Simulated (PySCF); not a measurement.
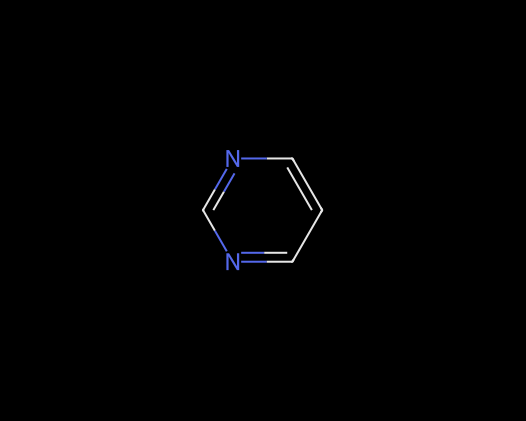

Source: calculation with PySCF.

Give its SMILES.

Answer. c1cncnc1

What is the molecular formula?

Answer. C4H4N2.

An optimisation with PBE0-D3(BJ)/def2-SVP gave a structure of which point group?

Answer. C2v.
